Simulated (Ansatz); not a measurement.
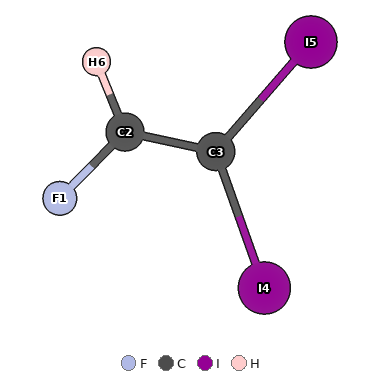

The system is C₂HFI₂, SMILES FC=C(I)I; the picture shows the reference structure. First axis: bond length C2–C3. Second axis: dihedral F1–C2–C3–I4. Nothing is relaxed (all other coordinates rigid). Grid: 9 × 10 points; 54 points were computed and 36 follow by symmetry. Energies are in kJ/mol, from the lowest grid point. The dihedral twists a double bond; near 90° a spin-restricted reference is unreliable. Theory: RKS PBE0-D4/def2-TZVP (Ansatz 0.2.0).

Its coordinates:

```xyz
6

F     0.0934   -1.2905    1.3358
C     0.2069   -0.1037    0.7518
C    -0.1163    0.0976   -0.5177
I    -0.8314   -1.4301   -1.7115
I     0.1043    1.9960   -1.3183
H     0.5851    0.6668    1.4136
```

Range: bond length C2–C3 from 1.140 to 1.855 Å; dihedral F1–C2–C3–I4 from −180 to 144°.

Question: Predict the map.

Answer: The lowest grid point is at bond length C2–C3 = 1.319 Å, dihedral F1–C2–C3–I4 = 0°. Other grid points that lie below all their neighbours: bond length C2–C3 = 1.319 Å, dihedral F1–C2–C3–I4 = −180° (1.0 kJ/mol higher). The highest grid point, bond length C2–C3 = 1.855 Å, dihedral F1–C2–C3–I4 = −108°, lies 459 kJ/mol above the lowest.

| dihedral F1–C2–C3–I4 ↓, bond length C2–C3 → | 1.140 | 1.229 | 1.319 | 1.408 | 1.498 | 1.587 | 1.677 | 1.766 | 1.855 |
| --- | --- | --- | --- | --- | --- | --- | --- | --- | --- |
| 144 | 207 | 91 | 55 | 68 | 111 | 170 | 237 | 306 | 375 |
| 108 | 382 | 256 | 209 | 210 | 241 | 287 | 343 | 401 | 459 |
| 72 | 382 | 256 | 208 | 210 | 240 | 286 | 342 | 400 | 458 |
| 36 | 207 | 91 | 54 | 68 | 110 | 169 | 236 | 306 | 374 |
| 0 | 146 | 33 | 0 | 17 | 64 | 127 | 198 | 271 | 343 |
| −36 | 207 | 91 | 54 | 68 | 110 | 169 | 236 | 306 | 374 |
| −72 | 382 | 256 | 208 | 210 | 240 | 286 | 342 | 400 | 458 |
| −108 | 382 | 256 | 209 | 210 | 241 | 287 | 343 | 401 | 459 |
| −144 | 207 | 91 | 55 | 68 | 111 | 170 | 237 | 306 | 375 |
| −180 | 147 | 34 | 1 | 18 | 65 | 127 | 199 | 272 | 344 |

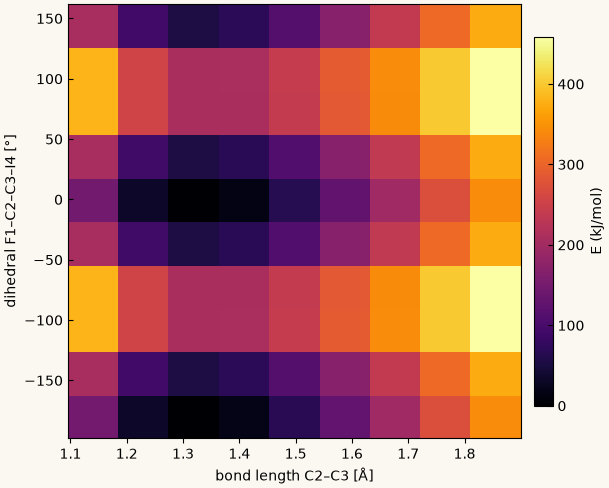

In the figure: one coloured cell a grid point.

Each point was launched as `ansatz run input.yaml --threads 1 --pin off --max-ram 2560MiB --backend cpu --events-out ev --progress --plain --runs-dir out`. The whole map (54 points run) took 14 min on 1 thread of Arm Neoverse V2, on a shared host.
